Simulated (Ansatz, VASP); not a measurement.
# Zr2SiC in two plane-wave programs

Aim: how closely do two programs agree when they are given the same cell, functional and k mesh? The cell is invented: As first built, before any earlier steps moved the atoms: it takes the ZrC structure with some of its atoms replaced by other elements, volume scaled by an estimate. It may not be a known or stable phase. The cell is a member of a volume series, scaled by 0.94 from a relaxed one, so a pressure remains.

Method: plane waves, with VASP 6.6.1 beside it; single point at PBE with D4, in Ansatz 0.2.0.

## (1) The starting structure

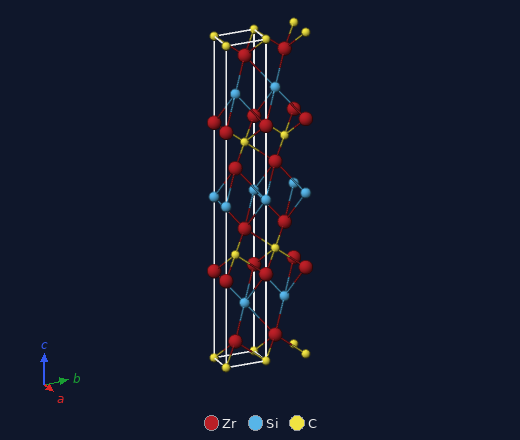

The cell as given, slightly off an axis (zirconium red, silicon blue, carbon yellow). 1×2×1 cells are drawn. This picture shows the conventional cell, with its axes. Bonds to atoms that aren't drawn are left out. Some periodic images of atoms are drawn too.

## (2) VASP: single point, PBE with D4

A single point gives forces, pressure and levels at one fixed geometry, so differences don't come from the geometry; what else differs is listed under the comparison.

Lines of VASP's logs that name or quote its potential files are left out, and so is its time.

The input, INCAR:

```
SYSTEM = Zr2SiC
PREC = Accurate
ENCUT = 520
EDIFF = 1E-06
NELM = 100
ISMEAR = -1
SIGMA = 0.05
LREAL = .FALSE.
ALGO = Normal
GGA = PE
IVDW = 13
NBANDS = 22
LORBIT = 11
LWAVE = .FALSE.
LCHARG = .FALSE.
KPAR = 2
ISIF = 2
```

The input, POSCAR:

```
Zr2SiC
1.0
    1.6260311207      0.9387894413      6.5395463733
   -1.6260311207      0.9387894413      6.5395463733
    0.0000000000     -1.8775788827      6.5395463733
Zr Si C
2 1 1
Direct
    0.7307375826      0.7307375826      0.7307375826
    0.2692624174      0.2692624174      0.2692624174
    0.5000000000      0.5000000000      0.5000000000
    0.0000000000      0.0000000000      0.0000000000
```

The input, KPOINTS:

```
Automatic mesh
0
Gamma
7 7 7
0 0 0
```

Potentials, in the order of the species: Zr_sv, Si and C (PBE family, release 64).

On the command line:

```bash
mpirun -np 2 vasp_std
```

Numbers of over 12 decimals in the logs are rounded to 6 here.

Log:

```text
[banner, memory and clock lines left out]
running    2 mpi-ranks, on    1 nodes
 distrk:  each k-point on    1 cores,    2 groups
 distr:  one band on    1 cores,    1 groups

 POSCAR found type information on POSCAR ZrSiC
 POSCAR found :  3 types and       4 ions
 LDA part: xc-table for (Slater+PW92), standard interpolation
 POSCAR, INCAR and KPOINTS ok, starting setup
 FFT: planning ... GRIDC
 FFT: planning ... GRID_SOFT
 FFT: planning ... GRID
 WAVECAR not read
 entering main loop
       N       E                     dE             d eps       ncg     rms          rms(c)
DAV:   2    -0.161235160826E+02   -0.27612E+03   -0.26288E+03  2190   0.387E+02
DAV:   3    -0.383017031351E+02   -0.22178E+02   -0.21855E+02  3442   0.871E+01
DAV:   4    -0.392608496304E+02   -0.95915E+00   -0.95769E+00  2476   0.179E+01
DAV:   5    -0.393014608423E+02   -0.40611E-01   -0.40609E-01  3000   0.297E+00    0.300E+01
DAV:   6    -0.344865459712E+02    0.48149E+01   -0.26239E+01  2158   0.268E+01    0.118E+01
DAV:   7    -0.344009564296E+02    0.85590E-01   -0.17778E+00  2600   0.861E+00    0.609E+00
DAV:   8    -0.343898272911E+02    0.11129E-01   -0.26142E-01  2402   0.298E+00    0.999E-01
DAV:   9    -0.343895091582E+02    0.31813E-03   -0.25925E-02  2752   0.889E-01    0.404E-01
DAV:  10    -0.343899122718E+02   -0.40311E-03   -0.37377E-03  2348   0.571E-01    0.714E-02
DAV:  11    -0.343898898839E+02    0.22388E-04   -0.25219E-04  2468   0.133E-01    0.325E-02
DAV:  12    -0.343898885642E+02    0.13197E-05   -0.18025E-05  2388   0.401E-02    0.126E-02
DAV:  13    -0.343898896516E+02   -0.10874E-05   -0.57869E-06  2376   0.224E-02    0.522E-03
DAV:  14    -0.343898893987E+02    0.25288E-06   -0.39969E-07  1484   0.592E-03
   1 F= -.35559936E+02 E0= -.35555325E+02  d E =-.922264E-02
```

Parts of OUTCAR (step 2):

```text
ion  position               nearest neighbor table
   1  0.731  0.731  0.731-   4 2.26   4 2.26   4 2.26   3 2.75   3 2.75   3 2.75   2 3.14   2 3.14
                             2 3.14
   2  0.269  0.269  0.269-   4 2.26   4 2.26   4 2.26   3 2.75   3 2.75   3 2.75   1 3.14   1 3.14
                             1 3.14
   3  0.500  0.500  0.500-   2 2.75   1 2.75   2 2.75   2 2.75   1 2.75   1 2.75
   4  0.000  0.000  0.000-   1 2.26   2 2.26   1 2.26   1 2.26   2 2.26   2 2.26

  LATTYP: Found a trigonal (rhomboedric) cell.
 ALAT       =     6.8037467317
 COS(alpha) =     0.8857670414

 Subroutine GETGRP returns: Found 12 space group operations
 (whereof 12 operations were pure point group operations)

The static configuration has the point symmetry D_3d.

 Found     44 irreducible k-points:

   k-points           NKPTS =     44   k-points in BZ     NKDIM =     44   number of bands    NBANDS=     22

   dimension x,y,z NGX =    54 NGY =   54 NGZ =   54
   dimension x,y,z NGXF=   108 NGYF=  108 NGZF=  108

   ENCUT  =  520.0 eV  38.22 Ry    6.18 a.u.  12.65 12.65 12.65*2*pi/ulx,y,z

   NELECT =      32.0000    total number of electrons

 k-points in reciprocal lattice and weights: Automatic mesh
   0.00000000  0.00000000  0.00000000       0.003
   0.14285714 -0.00000000  0.00000000       0.017
   0.28571429  0.00000000  0.00000000       0.017
   0.42857143 -0.00000000 -0.00000000       0.017
   0.14285714  0.14285714  0.00000000       0.017
   0.28571429  0.14285714 -0.00000000       0.035
   0.42857143  0.14285714 -0.00000000       0.035
  -0.42857143  0.14285714  0.00000000       0.035
  -0.28571429  0.14285714  0.00000000       0.035
[...]
0.42857143  0.42857143  0.42857143       0.006
  -0.42857143  0.42857143  0.42857143       0.017

 average (electrostatic) potential at core
       1 -72.8300       2 -72.8300       3 -78.9160       4 -43.7702

 E-fermi :  10.3517

 k-point     1 :       0.0000    0.0000    0.0000
  band No.  band energies     occupation
    ...
     11       4.5371      2.00000
     12       7.3619      2.00000
     13       7.3619      2.00000
     14       9.1558      2.00000
     15      10.0201      1.99737
     16      11.0605      0.00000
     17      11.0605      0.00000
     18      12.3934      0.00000
     19      12.3934      0.00000
     20      13.6881      0.00000
    ...

 k-point     2 :       0.1429   -0.0000    0.0000
  band No.  band energies     occupation
    ...
     12       7.0571      2.00000
     13       7.4907      2.00000
     14       8.7158      2.00000
     15      10.0083      1.99792
     16      10.1773      1.94069
     17      11.1447      0.00000
     18      11.4237      0.00000
     19      12.1766      0.00000
     20      13.4518      0.00000
     21      13.6618      0.00000
    ...

 k-point     3 :       0.2857    0.0000    0.0000
  band No.  band energies     occupation
    ...
     12       6.9001      2.00000
     13       7.6132      2.00000
     14       7.8155      2.00000
     15       8.6772      2.00000
     16       9.3906      2.00000
     17      10.9437      0.00001
     18      11.5262      0.00000
     19      12.8492      0.00000
     20      13.2310      0.00000
     21      13.5122      0.00000
    ...

  DFT-D4 for vdW energy calculation

  Edisp (eV):   -1.17005

  Total       4.18188     4.18188     4.75735     0.00000    -0.00000     0.00000
  in kB     111.86286   111.86285   127.25652     0.00000    -0.00000     0.00000
  external pressure =      116.99 kB  Pullay stress =        0.00 kB

  energy-cutoff  :      520.00
  volume of cell :       59.90
      direct lattice vectors                 reciprocal lattice vectors
     1.626031121  0.938789441  6.539546373     0.307497190  0.177533597  0.050971935
    -1.626031121  0.938789441  6.539546373    -0.307497190  0.177533597  0.050971935
     0.000000000 -1.877578883  6.539546373     0.000000000 -0.355067195  0.050971935

 POSITION                                       TOTAL-FORCE (eV/Angst)
 -----------------------------------------------------------------------------------
      0.00000     -0.00000     14.33608        -0.000000     -0.000000      0.504816
      0.00000     -0.00000      5.28256        -0.000000      0.000000     -0.504816
      0.00000     -0.00000      9.80932         0.000000      0.000000      0.000000
      0.00000      0.00000      0.00000        -0.000000     -0.000000     -0.000000
 -----------------------------------------------------------------------------------
    total drift:                               -0.000000      0.000000     -0.000000

  FREE ENERGIE OF THE ION-ELECTRON SYSTEM (eV)
  ---------------------------------------------------
  free  energy   TOTEN  =       -35.5599359094 eV

  energy  without entropy=      -35.5507132729  energy(sigma->0) =      -35.55532459

 total charge
# of ion       s       p       d       tot
------------------------------------------
    1        2.189   6.029   1.771   9.989
    2        2.189   6.029   1.771   9.989
    3        0.809   0.883   0.000   1.692
    4        0.895   1.535   0.000   2.430
--------------------------------------------------
tot          6.082  14.477   3.541  24.100

[... 3 further parts left out ...]
```

The run ends at a pressure of 11.70 GPa, with forces up to 0.50 eV/Å.

## (3) Ansatz: single point, PBE with D4

Ansatz runs on its default PAW (the set named soft_2) files.

The same cell, functional, mesh and smearing now go to Ansatz, which takes its cutoff from its data sets.

The input, input.yaml:

```yaml
crystal:
  lattice:
    - [1.6260311207, 0.9387894413, 6.5395463733]
    - [-1.6260311207, 0.9387894413, 6.5395463733]
    - [0.0, -1.8775788827, 6.5395463733]
  atoms:
    - { symbol: Zr, position: [0.7307375826, 0.7307375826, 0.7307375826] }
    - { symbol: Zr, position: [0.2692624174, 0.2692624174, 0.2692624174] }
    - { symbol: Si, position: [0.5, 0.5, 0.5] }
    - { symbol: C, position: [0.0, 0.0, 0.0] }
hamiltonian:
  xc: pbe
  pseudopotentials: { kind: paw }
  dispersion: d4
kpoints:
  mp_grid: { grid: [7, 7, 7] }
scf:
  occupations: { method: fermi_dirac, width: 0.05 }
  n_extra_bands: 5
output:
  forces: true
  stress: true
  eigenvalues: true
```

On the command line:

```bash
ansatz run input.yaml --threads 2 --pin off --max-ram 4608MiB --backend cpu --events-out ev --progress --plain --runs-dir out
```

Log:

```text
basis.fft_grid_basis auto: the FFT boxes are laid along the combinations [[1, 0, -1], [0, 1, -1], [0, 0, 1]] of the cell's own vectors, 3.252, 3.252 and 6.804 Å long. The dense box has 24×24×48 points. Along the cell's own vectors, as sized, it would have 48×48×48, 4.00 times as many. Of the 12 symmetry operations that the crystal satisfies within crystal.symmetry.tolerance (time reversal apart; of a slab, those that [...]
scf.n_extra_bands = 5 over 16 filled bands (N_el = 32.0): the run solves 21 bands
Engine: ansatz 0.2.0, aarch64-unknown-linux-gnu
Pseudopotentials: kind: paw
Pseudopotential: Zr, paw, valence charge 12, recommended cutoff 420 eV (normal), Zr.paw.azcp
Pseudopotential: Si, paw, valence charge 4, recommended cutoff 420 eV (normal), Si.paw.azcp
Pseudopotential: C, paw, valence charge 4, recommended cutoff 420 eV (normal), C.paw.azcp
Functional definition: PBE
  parameter kappa = 0.804
  parameter beta = 0.066725
  exchange = pbe_x(kappa = kappa, mu = beta*pi^2/3)
  correlation = pbe_c(beta = beta)
Crystal: 4 atoms, lattice volume = 59.896 Å³
Basis set: ecut = 420 eV, 1203 PW (Γ), FFT grids on a1−a3, a2−a3, a3, exchange–correlation on 48×48×96 points (8 copies of the dense FFT grid, shifted against one another)
Bands: 21, of which v1, the nominal top of the filled ones, is band 16 counted from 1 (15 counted from 0)
Symmetry: 12 space group operations
Space group: R-3m (ITA 166), of the structure as read, at distance tolerance 3.9e-5 Å
k-points: 44 of 343
Non-local potential: Zr, projectors of the file, l = 0: 3, l = 1: 2, l = 2: 2, l = 3: 2
Non-local potential: Si, projectors of the file, l = 0: 2, l = 1: 2, l = 2: 2
Non-local potential: C, projectors of the file, l = 0: 2, l = 1: 2, l = 2: 1
PAW form: soft (Blöchl's): semilocal exchange-correlation on the pseudo side does not see the compensation charge
PAW one-centre angular grid: Zr, 590 points (default); XC on 64 Gauss nodes
PAW one-centre angular grid: Si, 110 points (default); XC on 64 Gauss nodes
PAW one-centre angular grid: C, 110 points (default); XC on 64 Gauss nodes
Initial density: superposition of atomic densities (neutral atoms: chi_scale 0, normalization atom), corrected by the library's trained network
Initial wavefunctions: pseudopotential atomic-orbital guess
Functional: x = pbe(κ = 0.804, μ = 0.219515), c = pbe(β = 0.066725)
SCF iter   1: F=—  HF=-9258.307100 eV  |F-HF|=—  |Δ(HF+E_count)|=         —  Δρ=3.79e-3  dr2=8.18e-3  ethr=1.77e-3  ⟨swp⟩=5.4  Hψ=4432  notcnv=0
preconditioner: auto → Kerker (q_TF=auto, 2.458 Å⁻¹)  [metal: Δε(μ)=0.047 eV  Ē_g=6.703 eV  σ=0.050 eV  W_gap=0.22  n_scr=16 (ndim 8)  ℏωp=19.2 eV  f_vac=0.000  D(μ)=1.22/eV (n_scr^D=2)]
SCF iter   2: F=—  HF=-9258.305381 eV  |F-HF|=—  |Δ(HF+E_count)|=   1.72e-3  Δρ=2.26e-3  dr2=3.03e-3  ethr=2.56e-5  ⟨swp⟩=1.1  Hψ=1289  notcnv=0
SCF iter   3: F=—  HF=-9258.304631 eV  |F-HF|=—  |Δ(HF+E_count)|=   7.49e-4  Δρ=3.76e-4  dr2=1.14e-4  ethr=9.48e-6  ⟨swp⟩=2.0  Hψ=1225  notcnv=0
SCF iter   4: F=—  HF=-9258.304607 eV  |F-HF|=—  |Δ(HF+E_count)|=   2.42e-5  Δρ=1.25e-4  dr2=1.48e-5  ethr=3.57e-7  ⟨swp⟩=2.0  Hψ=1248  notcnv=0
SCF iter   5: F=—  HF=-9258.304596 eV  |F-HF|=—  |Δ(HF+E_count)|=   1.11e-5  Δρ=3.20e-5  dr2=1.24e-6  ethr=4.62e-8  ⟨swp⟩=2.0  Hψ=1295  notcnv=0
SCF iter   6: F=-9258.304596 eV  HF=-9258.304596 eV  |F-HF|=1.64e-8  |Δ(HF+E_count)|=   1.94e-7  Δρ=6.67e-6  dr2=3.63e-8  ethr=3.13e-10  ⟨swp⟩=2.8  Hψ=3539  notcnv=0
SCF 1 converged in 6 iterations: F = -9258.304596 eV  dr2 = 3.63e-8
  greatest PAW one-centre occupation: 0.996 electrons in one spin orbital (limit 2), on the Zr atom at site 1 (counted from 0), in its partial waves of l = 0
SCF converged after 6 iterations
Free energy (F): -9258.304596 eV
Harris-Foulkes:  -9258.304596 eV  (|F-HF|=1.64e-8)
Internal energy: -9258.295376 eV  (E = F + TS)
E sigma→0 (E₀):  -9258.299986 eV
Entropy (-TS):   -0.009220 eV (-2.305 meV/atom)
Fermi energy:    14.705712 eV
--- Per-component energies (eV) ---
  E_band       = -111.974492
  E_kinetic    = 806.599529
  E_local      = -1569.429995  (includes V_loc(G=0)·N_el)
  E_nonlocal   = 211.125746
  E_hartree    = 552.353598
  E_xc         = -432.619036
  E_vxc        = -496.256719  (∫ρ·V_xc dr)
  E_paw        = -6519.181290  (= ΣΔE_a)
  E_vpaw       = -168.716890  (= ΣTr[D̂ρ^β])
  E_aug_tail   = 0.000059  (compensation charges beyond the density's cutoff)
  E_ewald      = -2305.974439
  E_disp       = -1.169548  (pairwise vdW)
  E_smearing   = -0.009220  (= −TS)
  E_closure    = 0.000000  (closes the sum)
  Σ components = -9258.304596   (vs F -9258.304596, Δ=0.00e0)
--- Forces (eV/Å), atoms counted from 1 ---
  atom   1  Zr     0.00000000    -0.00000000     0.49264250
  atom   2  Zr     0.00000000     0.00000000    -0.49264250
  atom   3  Si    -0.00000000     0.00000000     0.00000000
  atom   4  C      0.00000000     0.00000000     0.00000000
  max |Σ_I F_I| component: 1.11e-16 eV/Å
--- Stress (GPa, compression-positive) ---
       11.036541       0.000000      -0.000000
        0.000000      11.036541      -0.000000
        0.000000      -0.000000      12.545280
  P = ⅓ Tr σ = 11.5395 GPa (115.395 kbar)
--- Band table (eV; the first three rows and the last of 44) ---
  k-point 0: bands = [... 12 lower, 11.7139, 13.5101, 14.3736, 15.4147, 15.4147, 16.7456, 16.7456, 18.0398, ... 1 higher]
  k-point 1: bands = [... 12 lower, 11.8429, 13.0694, 14.3616, 14.5311, 15.4984, 15.7773, 16.5287, 17.8035, ... 1 higher]
  k-point 2: bands = [... 12 lower, 11.9654, 12.1690, 13.0308, 13.7446, 15.2965, 15.8811, 17.2020, 17.5834, ... 1 higher]
  k-point 43: bands = [... 12 lower, 11.8669, 12.7508, 14.0024, 15.1800, 15.6576, 15.9061, 16.0802, 17.6922, ... 1 higher]
```

Run time: 1.4 s. Hardware: 2 threads of Arm Neoverse V2, shared host; peak memory 0.36 GiB.

The run ends at a pressure of 11.54 GPa, with forces up to 0.49 eV/Å.

## (4) Side by side

Known differences besides the PAW data sets themselves: the cutoff is 420 eV in Ansatz and 520 eV in VASP; VASP leaves aspherical gradient terms in its spheres out (LASPH is not set), Ansatz keeps them. Total energies have different zeros and are not compared.

Compared:

| quantity | Ansatz | VASP | difference |
| --- | --- | --- | --- |
| pressure (GPa) | 11.54 | 11.70 | -0.16 |

Forces (eV/Å; atoms numbered as in POSCAR):

| atom | Ansatz x, y, z | VASP x, y, z |
| --- | --- | --- |
| Zr1 | 0.000, 0.000, 0.493 | 0.000, 0.000, 0.505 |
| Zr2 | 0.000, 0.000, -0.493 | 0.000, 0.000, -0.505 |
| Si3 | 0.000, 0.000, 0.000 | 0.000, 0.000, 0.000 |
| C4 | 0.000, 0.000, 0.000 | 0.000, 0.000, 0.000 |

The forces differ by 5.0 meV/Å r.m.s., which is 2.4 % of the r.m.s. force of 0.21 eV/Å (both taken over all components). Ansatz's pressure holds a Pulay correction of 0.10 GPa; VASP's holds none.

## (5) VASP: single point, PBE with D4

With cell and atoms fixed, the geometry can't cause a difference; cores, projectors, grids and the points listed under the comparison can. The cell compared in this pair holds 64.99 Å³, against 59.90 Å³ for the pair before.

INCAR is that of step 2.

The input, POSCAR:

```
Zr2SiC
1.0
    1.6709096199      0.9647000531      6.7200380151
   -1.6709096199      0.9647000531      6.7200380151
    0.0000000000     -1.9294001064      6.7200380151
Zr Si C
2 1 1
Direct
    0.7307375826      0.7307375826      0.7307375826
    0.2692624174      0.2692624174      0.2692624174
    0.5000000000      0.5000000000      0.5000000000
    0.0000000000      0.0000000000      0.0000000000
```

KPOINTS is that of step 2.

On the command line:

```bash
mpirun -np 2 vasp_std
```

Log:

```text
[... set-up lines as in an earlier step ...]
 entering main loop
       N       E                     dE             d eps       ncg     rms          rms(c)
DAV:   1     0.249406156557E+03    0.24941E+03   -0.16607E+04  1936   0.142E+03
DAV:   2    -0.173433123404E+02   -0.26675E+03   -0.25531E+03  2224   0.379E+02
DAV:   3    -0.385363162562E+02   -0.21193E+02   -0.20948E+02  3436   0.844E+01
DAV:   4    -0.394786381156E+02   -0.94232E+00   -0.94089E+00  2458   0.176E+01
[...]
DAV:  11    -0.346063776607E+02    0.43392E-05   -0.31621E-04  2648   0.123E-01    0.315E-02
DAV:  12    -0.346063778235E+02   -0.16281E-06   -0.21583E-05  2674   0.390E-02    0.994E-03
DAV:  13    -0.346063771173E+02    0.70620E-06   -0.74734E-06  2168   0.164E-02
   1 F= -.35681588E+02 E0= -.35676688E+02  d E =-.979996E-02
```

OUTCAR, selected parts (step 5):

```text
  Edisp (eV):   -1.07521

  Total      -1.23545    -1.23545    -1.41842     0.00000     0.00000    -0.00000
  in kB     -30.45562   -30.45562   -34.96614     0.00000     0.00000    -0.00000
  external pressure =      -31.96 kB  Pullay stress =        0.00 kB

 POSITION                                       TOTAL-FORCE (eV/Angst)
 -----------------------------------------------------------------------------------
      0.00000     -0.00000     14.73175         0.000000      0.000000     -0.140971
      0.00000     -0.00000      5.42836         0.000000     -0.000000      0.140971
      0.00000     -0.00000     10.08006        -0.000000      0.000000     -0.000000
      0.00000      0.00000      0.00000         0.000000      0.000000     -0.000000
 -----------------------------------------------------------------------------------
    total drift:                               -0.000000      0.000000     -0.000000

  FREE ENERGIE OF THE ION-ELECTRON SYSTEM (eV)
  ---------------------------------------------------
  free  energy   TOTEN  =       -35.6815880603 eV

  energy  without entropy=      -35.6717880957  energy(sigma->0) =      -35.67668808

[... 1 part as in an earlier step ...]

[... 2 further parts left out ...]
[key lines of the parts left out:]
E-fermi :   9.4108
```

The run ends at a pressure of -3.20 GPa, with forces up to 0.14 eV/Å.

## (6) Ansatz: single point, PBE with D4

The same cell, functional, mesh and smearing now go to Ansatz, which takes its cutoff from its data sets.

The cell is a member of a volume series, scaled by 1.02 from a relaxed one, so a pressure remains.

Edit input.yaml of step 3 so:

```diff
@@ -2,5 +2,5 @@
   lattice:
-    - [1.6260311207, 0.9387894413, 6.5395463733]
-    - [-1.6260311207, 0.9387894413, 6.5395463733]
-    - [0.0, -1.8775788827, 6.5395463733]
+    - [1.6709096199, 0.9647000531, 6.7200380151]
+    - [-1.6709096199, 0.9647000531, 6.7200380151]
+    - [0.0, -1.9294001064, 6.7200380151]
   atoms:
```

On the command line:

```bash
ansatz run input.yaml --threads 2 --pin off --max-ram 4608MiB --backend cpu --events-out ev --progress --plain --runs-dir out
```

Log:

```text
[...]
Crystal: 4 atoms, lattice volume = 64.993 Å³
Basis set: ecut = 420 eV, 1277 PW (Γ), FFT grids on a1−a3, a2−a3, a3, exchange–correlation on 48×48×96 points (8 copies of the dense FFT grid, shifted against one another)
Bands: 21, of which v1, the nominal top of the filled ones, is band 16 counted from 1 (15 counted from 0)
Symmetry: 12 space group operations
[...]
k-point 0: bands = [... 12 lower, 10.6440, 12.2072, 13.1123, 14.0913, 14.0913, 15.2896, 15.2896, 16.4679, ... 1 higher]
  k-point 1: bands = [... 12 lower, 10.7505, 11.8296, 13.1137, 13.2849, 14.1565, 14.3801, 15.0875, 16.2494, ... 1 higher]
  k-point 2: bands = [... 12 lower, 10.8436, 10.9990, 11.7971, 12.5373, 13.9453, 14.4820, 15.7644, 16.0370, ... 1 higher]
  k-point 43: bands = [... 12 lower, 10.7751, 11.4575, 12.7742, 13.8731, 14.2738, 14.5269, 14.6879, 16.1620, ... 1 higher]
[key lines of the parts left out:]
SCF converged after 6 iterations
Free energy (F): -9258.419477 eV
Fermi energy:    13.419581 eV
P = ⅓ Tr σ = -3.3235 GPa (-33.235 kbar)
```

It took 1.4 s on 2 threads; peak memory 0.36 GiB; 2.7 s of CPU time.

The run ends at a pressure of -3.32 GPa, with forces up to 0.15 eV/Å.

(Continued in part 2 of 2.)

[Lines on the potential files, build, host, timing and source positions are cut from VASP's logs without a mark.]

[Logs are printed without paths, hosts, clocks, repeated set-up lines and the standing remarks that a program may print on its own settings, such as how far it seeks lower states.]

[Hosts, paths, dates, database ids (printed as entryN), source tags and the programs' standing remarks are cut or masked in the printed files.]
